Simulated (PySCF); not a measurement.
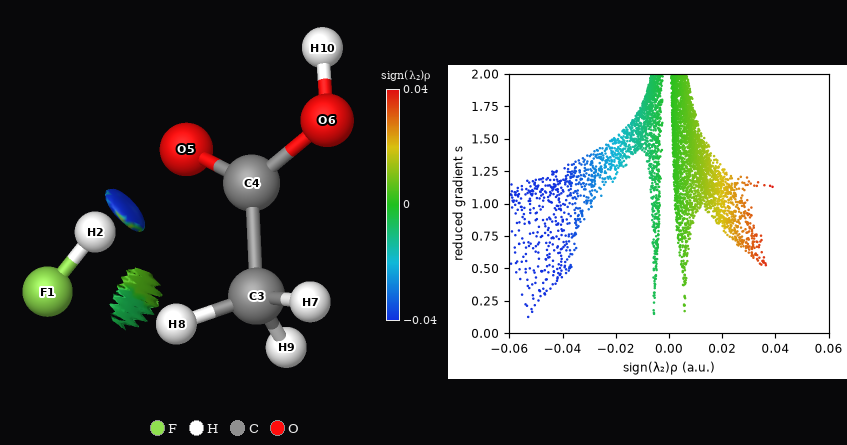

Figure. C₂H₅FO₂, SMILES `F.CC(=O)O`. Non-covalent interaction surfaces between the fragments (reduced density gradient s = 0.5, coloured by sign(λ₂)ρ in a.u.; trimmed to the region between the fragments where ρ is under 0.06 a.u.). Fragment A: HF (atoms 1–2); fragment B: H4C2O2. The plot gives s against sign(λ₂)ρ for grid points between the fragments.

PySCF calculation, B3LYP/def2-SVPD, gas phase; geometry: GFN2-xTB.

The calculation's input:

```python
import numpy as np
from pyscf import gto, scf, dft
from pyscf.scf import atom_ks, atom_hf
from scipy.linalg import block_diag
from pyscf.dispersion import dftd3

def solve(mol, dm0=None, hcore=None):
    mf = (dft.UKS if mol.spin else dft.RKS)(mol, xc='b3lyp')
    mf.grids.level = 3
    mf = mf.density_fit(auxbasis='def2-universal-jkfit')
    mf.conv_tol, mf.max_cycle = 1e-8, 80
    if hcore is not None:
        mf.get_hcore = lambda *args: hcore
    mf.kernel(dm0)
    if not mf.converged:
        mf = mf.newton().run(mf.mo_coeff, mf.mo_occ, max_cycle=30)
    assert mf.converged, 'SCF not converged'
    return mf

mol = gto.M(atom='''
F     -2.51813    -0.07440    -0.02836
H     -1.67480    -0.53114     0.01781
C      0.37683     1.37740     0.01195
C      0.69364    -0.08226     0.00584
O     -0.13068    -0.97096     0.04572
O      1.99240    -0.33784    -0.03654
H      1.25858     1.95650    -0.24102
H     -0.43543     1.58277    -0.68165
H      0.03128     1.65439     1.00717
H      2.16705    -1.29341    -0.02719
''', basis='def2-svpd', charge=0, spin=0, verbose=4)
mol_a = gto.M(atom='''
F     -2.51813    -0.07440    -0.02836
H     -1.67480    -0.53114     0.01781
ghost-C      0.37683     1.37740     0.01195
ghost-C      0.69364    -0.08226     0.00584
ghost-O     -0.13068    -0.97096     0.04572
ghost-O      1.99240    -0.33784    -0.03654
ghost-H      1.25858     1.95650    -0.24102
ghost-H     -0.43543     1.58277    -0.68165
ghost-H      0.03128     1.65439     1.00717
ghost-H      2.16705    -1.29341    -0.02719
''', basis='def2-svpd', charge=0, spin=0, verbose=4)
mol_b = gto.M(atom='''
ghost-F     -2.51813    -0.07440    -0.02836
ghost-H     -1.67480    -0.53114     0.01781
C      0.37683     1.37740     0.01195
C      0.69364    -0.08226     0.00584
O     -0.13068    -0.97096     0.04572
O      1.99240    -0.33784    -0.03654
H      1.25858     1.95650    -0.24102
H     -0.43543     1.58277    -0.68165
H      0.03128     1.65439     1.00717
H      2.16705    -1.29341    -0.02719
''', basis='def2-svpd', charge=0, spin=0, verbose=4)
ab, a, b = solve(mol), solve(mol_a), solve(mol_b)
e_int = ab.e_tot - a.e_tot - b.e_tot
print('counterpoise-corrected interaction energy / kcal/mol', e_int * 627.5095)
def disp(atoms, charge):
    m = gto.M(atom=atoms, charge=charge, basis='sto-3g', spin=None, unit='Bohr', verbose=0)
    return dftd3.DFTD3Dispersion(m, xc='b3lyp', version='d3bj').get_dispersion()['energy']
e_disp = disp(mol._atom, mol.charge) - disp(mol._atom[:2], mol_a.charge) - disp(mol._atom[2:], mol_b.charge)
print('D3(BJ) part / kcal/mol', e_disp * 627.5095)
# spherically averaged free atoms, for the promolecule
atm = atom_ks.get_atm_nrks(mol, xc='b3lyp')
pro = block_diag(*[(atm[a[0]][2] * atm[a[0]][3]) @ atm[a[0]][2].T for a in mol._atom])
np.savez('result.npz', e_int=e_int, e_disp=e_disp, dm_a=a.make_rdm1(), dm_b=b.make_rdm1(), c=ab.mo_coeff, occ=ab.mo_occ, eps=ab.mo_energy, pro=pro, d=[f.dip_moment(verbose=0) for f in (ab, a, b)])
```

Command:

```sh
OMP_NUM_THREADS=1 python input.py
```

The run took 37 s on 1 thread of Arm Neoverse V2, with other jobs on the host, peak memory 0.64 GiB.

Partitions, critical points and surface values were worked out afterwards from this run's density.

Which interactions hold the two fragments together?

Answer. Bond critical points between the fragments: H2···O5, hydrogen bond, 1.61 Å, ρ = 0.053 a.u. It appears blue (attractive, sign(λ₂)ρ well below zero). The pose is a local one from a semi-empirical search, not shown to be the most stable.

How strongly are they bound?

Answer. The counterpoise-corrected interaction energy of the frozen fragments is −10.9 kcal/mol without dispersion correction and −12.2 kcal/mol with D3(BJ). The pair geometry is semi-empirical, not a minimum at this level.
